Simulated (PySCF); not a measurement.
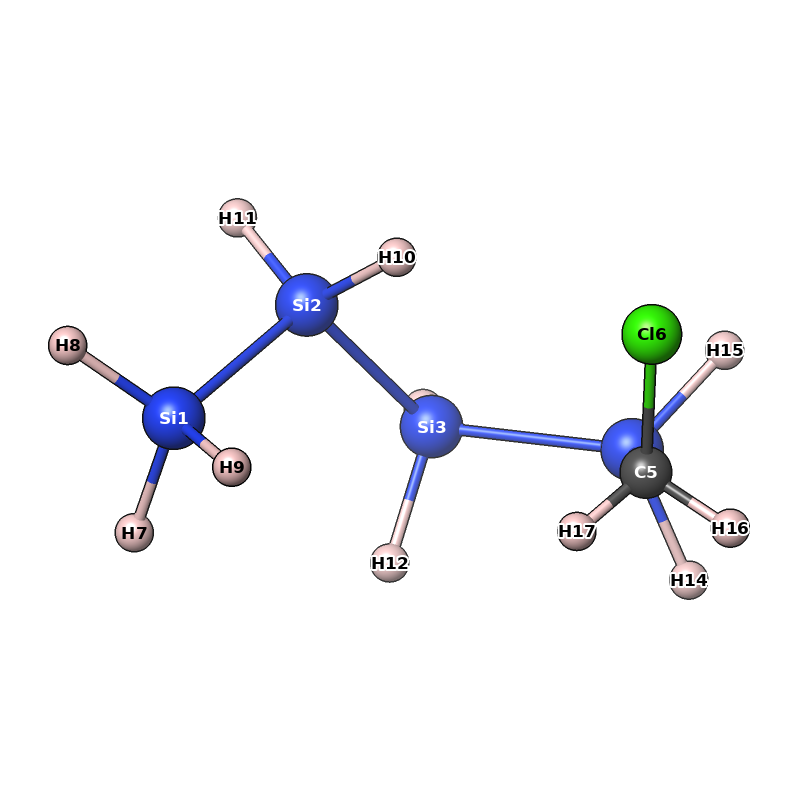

Si4 lies behind C5. The molecule seen nearly along the C5–Si4 bond, C5 in front. Atoms fade into the background with distance from the viewer. Geometry: a frame of a GFN2-xTB molecular-dynamics simulation, not a minimum.

What is the torsion angle Cl6–C5–Si4–Si3? The sign is positive where the front bond must turn clockwise to cover the back bond.

−86°, about perpendicular.
